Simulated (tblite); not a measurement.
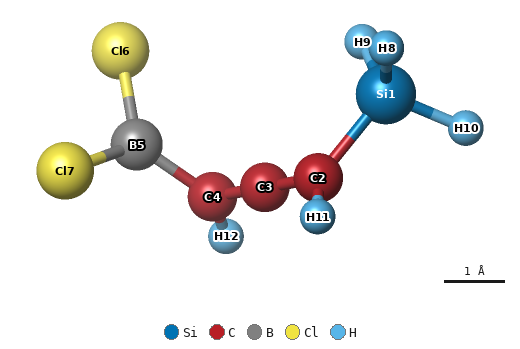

The input geometry (ball-and-stick view, seen at a tilt; atoms are numbered from 1 in the order of the input).

## Geometry relaxation, with input and output: C3H5BCl2Si

- system: C3H5BCl2Si
- method: GFN2-xTB geometry optimisation, gas phase (tblite 0.8.0)

It belongs to a series of runs on one base structure; here: C replaced by Si.

**Input**
```
{"job": {"kind": "relax", "xc": "GFN2-xTB", "basis": "xTB"}, "charge": 0, "multiplicity": 1}
Si    -2.115300    -0.191900     0.412000
C     -0.934200     0.532300    -0.792600
C      0.271200     0.001500    -0.745500
C      1.449000    -0.513100    -0.700900
B      2.395800     0.091000     0.377600
Cl     2.697200    -0.662700     2.023200
Cl     3.065300     1.798400     0.084900
H     -2.740300     0.963700     1.110500
H     -1.497800    -1.070500     1.405500
H     -3.137500    -0.933200    -0.370300
H     -1.111200     1.299900    -1.471900
H      1.658900    -1.316100    -1.358300
```

The first line tells a small driver script what to run in tblite; the rest is the geometry in Å.

Machine: 1 CPU thread, shared host.

Launch command:
```bash
OMP_NUM_THREADS=1 python <driver script> task.json out
```

**What the program printed**
```
step      E/eV     max force
  0    -571.63971    2.971
  1    -571.75269    5.772
  2    -571.96269    0.956
  3    -572.02324    0.513
  4    -572.04380    0.447
  5    -572.06282    0.368
  6    -572.07547    0.332
  7    -572.08464    0.282
  8    -572.09684    0.403
  9    -572.10644    0.361
 10    -572.11200    0.198
 11    -572.11583    0.157
 12    -572.11882    0.144
 13    -572.12169    0.151
 14    -572.12439    0.141
 15    -572.12731    0.171
 16    -572.13135    0.195
 17    -572.13714    0.242
 18    -572.14375    0.241
 19    -572.15009    0.216
 20    -572.15729    0.239
 21    -572.16800    0.343
 22    -572.18348    0.446
 23    -572.20243    0.454
 24    -572.22325    0.353
 25    -572.23961    0.377
 26    -572.24202    0.626
 27    -572.26100    0.321
 28    -572.26880    0.230
 29    -572.27622    0.156
 30    -572.27855    0.164
 31    -572.28892    0.216
 32    -572.29463    0.207
 33    -572.29931    0.185
 34    -572.30280    0.244
 35    -572.30719    0.275
 36    -572.31393    0.298
 37    -572.32562    0.312
 38    -572.33415    0.313
 39    -572.34203    0.322
 40    -572.35008    0.356
 41    -572.35801    0.259
 42    -572.36656    0.284
 43    -572.37284    0.301
 44    -572.38219    0.267
 45    -572.38972    0.170
 46    -572.39208    0.131
 47    -572.39496    0.213
 48    -572.39772    0.136
 49    -572.40083    0.116
 50    -572.40210    0.110
 51    -572.40355    0.111
 52    -572.40474    0.091
 53    -572.40570    0.092
 54    -572.40644    0.086
 55    -572.40722    0.083
 56    -572.40811    0.084
 57    -572.40903    0.105
 58    -572.40977    0.076
 59    -572.41017    0.044
 60    -572.41038    0.040
 61    -572.41060    0.038
 62    -572.41091    0.047
 63    -572.41136    0.049
 64    -572.41185    0.046
 65    -572.41220    0.042
 66    -572.41242    0.039
 67    -572.41260    0.039
 68    -572.41285    0.053
 69    -572.41311    0.048
 70    -572.41331    0.043
 71    -572.41347    0.038
 72    -572.41363    0.033
 73    -572.41379    0.040
 74    -572.41390    0.026
 75    -572.41395    0.017
 76    -572.41397    0.013
 77    -572.41400    0.014
 78    -572.41403    0.015
 79    -572.41405    0.018
 80    -572.41408    0.021
 81    -572.41411    0.019
 82    -572.41417    0.022
 83    -572.41422    0.018
 84    -572.41424    0.007
```

**Trajectory as extended XYZ (Å, eV, eV/Å), 9 of the 85 frames kept, from step=0 to step=84**
```
12
Properties=species:S:1:pos:R:3:forces:R:3 step=0 energy=-571.63971
Si   -2.1153   -0.1919    0.4120   -1.5100  -0.0760   0.7030
C    -0.9342    0.5323   -0.7926    2.5240  -1.4870   0.4930
C     0.2712    0.0015   -0.7455   -2.2180   1.3350  -0.6700
C     1.4490   -0.5131   -0.7009    0.9700   0.1810   0.8680
B     2.3958    0.0910    0.3776    0.7920   0.8220   0.9260
Cl    2.6972   -0.6627    2.0232   -0.2150   0.7350  -1.6860
Cl    3.0653    1.7984    0.0849   -0.5860  -1.6720   0.4330
H    -2.7403    0.9637    1.1105    0.0710  -0.2970  -0.1330
H    -1.4978   -1.0705    1.4055    0.0640   0.0270  -0.1230
H    -3.1375   -0.9332   -0.3703    0.1680   0.1230   0.2200
H    -1.1112    1.2999   -1.4719   -0.4440   1.0260  -0.7690
H     1.6589   -1.3161   -1.3583    0.3830  -0.7170  -0.2630
12
Properties=species:S:1:pos:R:3:forces:R:3 step=10 energy=-572.11200
Si   -2.1798   -0.1725    0.4219    0.0920  -0.0310  -0.0070
C    -0.8975    0.5214   -0.7838   -0.0050   0.0330  -0.0920
C     0.3009    0.0459   -0.8572   -0.0510  -0.1890   0.0310
C     1.4727   -0.5044   -0.6827    0.0980   0.0490   0.0440
B     2.4213    0.1269    0.3796    0.0620   0.1560   0.0910
Cl    2.7300   -0.6430    1.8899    0.0710  -0.0960  -0.1090
Cl    3.0615    1.7155    0.1527   -0.0330  -0.0410   0.0150
H    -2.7896    0.9593    1.1189   -0.0510   0.0290  -0.0170
H    -1.5063   -1.0551    1.3686    0.0200  -0.0260   0.0340
H    -3.1736   -0.9293   -0.3423   -0.0450   0.0410  -0.0140
H    -1.2045    1.3171   -1.4441   -0.0410   0.0300  -0.0460
H     1.7661   -1.3824   -1.2476   -0.1190   0.0460   0.0700
12
Properties=species:S:1:pos:R:3:forces:R:3 step=21 energy=-572.16800
Si   -2.1920   -0.1765    0.4246    0.0150   0.2180  -0.2340
C    -0.9540    0.4966   -0.8437    0.3350   0.0500  -0.0540
C     0.2644    0.0656   -0.8459    0.0090  -0.1090   0.1190
C     1.4444   -0.4427   -0.5961    0.0460   0.0920   0.0320
B     2.4551    0.1890    0.3997   -0.0560  -0.2550  -0.1090
Cl    3.0086   -0.8346    1.6767    0.1860   0.0620   0.0680
Cl    3.0422    1.7955    0.2750   -0.0810   0.0380   0.0800
H    -2.8306    0.9680    1.0647    0.0180   0.1060   0.1500
H    -1.4908   -1.0458    1.3619   -0.0320  -0.0070   0.0040
H    -3.2309   -0.8568   -0.3398   -0.0750  -0.1940  -0.0450
H    -1.2354    1.2412   -1.5730   -0.2430  -0.0760   0.0170
H     1.7200   -1.4002   -1.0301   -0.1220   0.0750  -0.0280
12
Properties=species:S:1:pos:R:3:forces:R:3 step=32 energy=-572.29463
Si   -2.2462   -0.0993    0.3528   -0.1080   0.0220   0.0440
C    -0.9729    0.4615   -0.9384   -0.0260   0.0810   0.0960
C     0.2614    0.1552   -0.7489    0.1020  -0.1760   0.0390
C     1.4004   -0.4057   -0.4001    0.0270  -0.0190  -0.0660
B     2.5533    0.1605    0.4427   -0.0940  -0.1350  -0.1170
Cl    3.6294   -0.9558    1.2251    0.0120   0.0540  -0.0380
Cl    2.8557    1.8443    0.6263   -0.0800   0.0740   0.0480
H    -2.8264    1.0590    1.0418    0.0460  -0.0200  -0.0840
H    -1.5569   -0.9735    1.2933    0.0060  -0.0290   0.0690
H    -3.2909   -0.8399   -0.3616    0.0050   0.0450  -0.0170
H    -1.3193    1.0178   -1.7910    0.0280   0.0680  -0.0400
H     1.5134   -1.4249   -0.7679    0.0810   0.0340   0.0670
12
Properties=species:S:1:pos:R:3:forces:R:3 step=42 energy=-572.36656
Si   -2.2830   -0.0398    0.3535    0.0030  -0.0190   0.0330
C    -0.9272    0.4586   -0.8754   -0.0180  -0.1650  -0.0530
C     0.2588    0.0062   -0.6881    0.0150   0.0070   0.0270
C     1.4031   -0.5433   -0.3470    0.1300  -0.0670  -0.0290
B     2.5496    0.1461    0.3900    0.1590  -0.0200   0.2340
Cl    4.0220   -0.7278    0.7235   -0.1650   0.0850  -0.0760
Cl    2.4485    1.7736    0.9872   -0.0620  -0.1160  -0.1190
H    -2.8017    1.1996    0.9278   -0.0640  -0.0190   0.0510
H    -1.6944   -0.9425    1.3469   -0.0740   0.1110  -0.0250
H    -3.3060   -0.7524   -0.4221   -0.0020   0.0630   0.0300
H    -1.2022    0.9972   -1.7646   -0.0300   0.0860  -0.0140
H     1.5336   -1.5761   -0.6578    0.1090   0.0550  -0.0610
12
Properties=species:S:1:pos:R:3:forces:R:3 step=52 energy=-572.40474
Si   -2.2991   -0.0137    0.3633    0.0450  -0.0320  -0.0030
C    -0.8940    0.4085   -0.8404    0.0720  -0.0450   0.0320
C     0.2776   -0.0980   -0.6866   -0.0430   0.0060   0.0210
C     1.4450   -0.6270   -0.3882    0.0430   0.0020  -0.0400
B     2.5217    0.1137    0.4092    0.0240   0.0560  -0.0640
Cl    4.0797   -0.5885    0.6652   -0.0170  -0.0310   0.0280
Cl    2.2411    1.7131    1.0110   -0.0180  -0.0060   0.0430
H    -2.8165    1.2335    0.9218   -0.0200   0.0310  -0.0110
H    -1.7830   -0.8920    1.4112   -0.0160   0.0180  -0.0160
H    -3.3187   -0.6981   -0.4357   -0.0430   0.0120   0.0160
H    -1.1227    1.0583   -1.6706   -0.0090  -0.0290   0.0060
H     1.6700   -1.6105   -0.7861   -0.0180   0.0180  -0.0120
12
Properties=species:S:1:pos:R:3:forces:R:3 step=63 energy=-572.41136
Si   -2.3062   -0.0097    0.3691   -0.0410  -0.0040   0.0240
C    -0.8907    0.3824   -0.8276    0.0380  -0.0030  -0.0300
C     0.2894   -0.1073   -0.6875   -0.0190   0.0020  -0.0050
C     1.4768   -0.6138   -0.4312   -0.0080   0.0010   0.0300
B     2.5363    0.1218    0.3972   -0.0210  -0.0100  -0.0400
Cl    4.0763   -0.5969    0.7121   -0.0230   0.0050  -0.0030
Cl    2.2221    1.7039    1.0296    0.0110  -0.0210   0.0170
H    -2.8233    1.2499    0.9089    0.0300  -0.0110  -0.0220
H    -1.8040   -0.8828    1.4246   -0.0030  -0.0050   0.0220
H    -3.3488   -0.6816   -0.4140    0.0080   0.0100   0.0070
H    -1.1269    1.0247   -1.6621    0.0000  -0.0040  -0.0050
H     1.7000   -1.5914   -0.8452    0.0280   0.0400   0.0050
12
Properties=species:S:1:pos:R:3:forces:R:3 step=74 energy=-572.41390
Si   -2.3105   -0.0101    0.3717   -0.0210   0.0120   0.0100
C    -0.8962    0.3553   -0.8362   -0.0030   0.0050  -0.0050
C     0.2892   -0.1175   -0.6898    0.0090  -0.0020  -0.0170
C     1.4850   -0.6058   -0.4383    0.0010   0.0000   0.0070
B     2.5366    0.1268    0.3996    0.0070  -0.0030   0.0020
Cl    4.0890   -0.5821    0.6793   -0.0150   0.0110  -0.0030
Cl    2.2065    1.6779    1.0952    0.0000  -0.0120   0.0010
H    -2.7882    1.2765    0.8820    0.0010  -0.0100  -0.0010
H    -1.8350   -0.8728    1.4482    0.0130  -0.0020   0.0020
H    -3.3675   -0.6714   -0.3995   -0.0010   0.0030   0.0030
H    -1.1387    0.9938   -1.6723    0.0150  -0.0080  -0.0010
H     1.7310   -1.5714   -0.8658   -0.0040   0.0060   0.0020
12
Properties=species:S:1:pos:R:3:forces:R:3 step=84 energy=-572.41424
Si   -2.3115   -0.0041    0.3710   -0.0040   0.0040   0.0020
C    -0.8954    0.3498   -0.8394   -0.0010   0.0010  -0.0020
C     0.2891   -0.1248   -0.6896    0.0020   0.0010  -0.0030
C     1.4854   -0.6104   -0.4364   -0.0020  -0.0020   0.0030
B     2.5352    0.1257    0.4008   -0.0030  -0.0010   0.0000
Cl    4.1030   -0.5579    0.6499   -0.0030  -0.0030   0.0000
Cl    2.1862    1.6572    1.1284   -0.0050   0.0050   0.0020
H    -2.7854    1.2844    0.8793    0.0050  -0.0040  -0.0020
H    -1.8332   -0.8652    1.4478    0.0070   0.0000   0.0020
H    -3.3738   -0.6640   -0.3940    0.0010   0.0020   0.0000
H    -1.1318    0.9841   -1.6803    0.0000  -0.0020   0.0020
H     1.7335   -1.5754   -0.8636    0.0020   0.0000  -0.0020
```

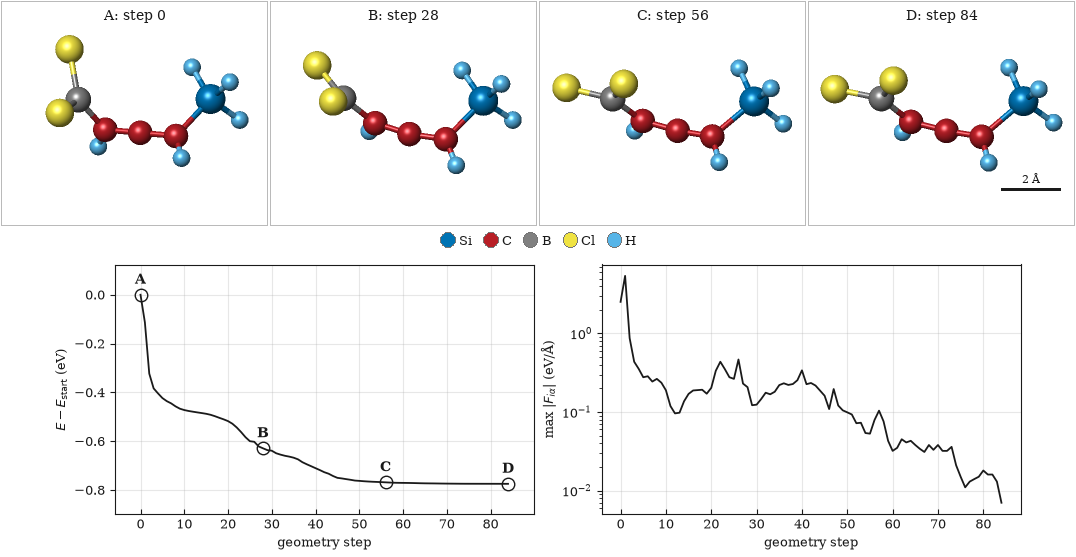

Frames of the relaxation (ball-and-stick view, seen at a tilt) above the curves, on which the letters mark them (steps are counted from 0).

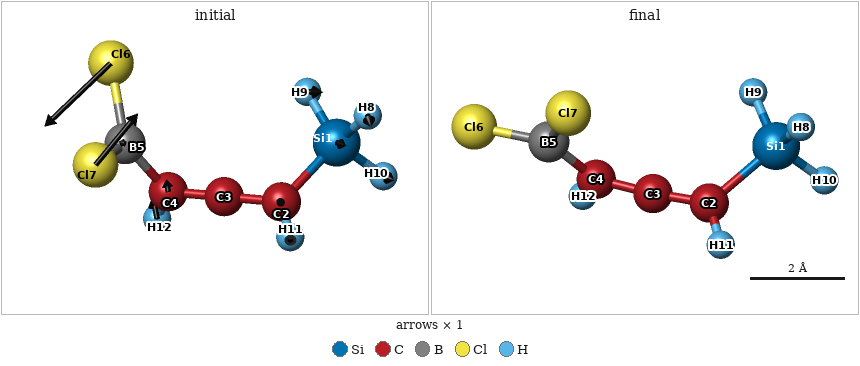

Before (left) and after (right) the relaxation, at one scale (ball-and-stick view, seen at a tilt). The black arrows give the displacements, at true length. Cl6 moves most after the best rigid fit: 1.96 Å. By element the largest moves are Cl 1.96 Å, H 0.52 Å, C 0.27 Å, Si 0.26 Å, B 0.15 Å. Distances before and after: B5–Cl7 1.857 → 1.731 Å, B5–Cl6 1.835 → 1.728 Å, Si1–C2 1.836 → 1.896 Å, C2–H11 1.040 → 1.080 Å. Among the angles that change: Si1–C2–H11 127.6° → 116.3°, Si1–C2–C3 114.0° → 123.0°, C3–C4–B5 115.2° → 123.4°. The energy falls by 0.775 eV in 84 geometry steps. The largest force component goes from 2.5 to 0.007 eV/Å. (Atoms are counted from 1 in the order of the input.)

**Summary**

- outcome: converged
- total energy: −572.4142 eV
- wall time: 0.66 s
- peak memory: 0.18 GiB
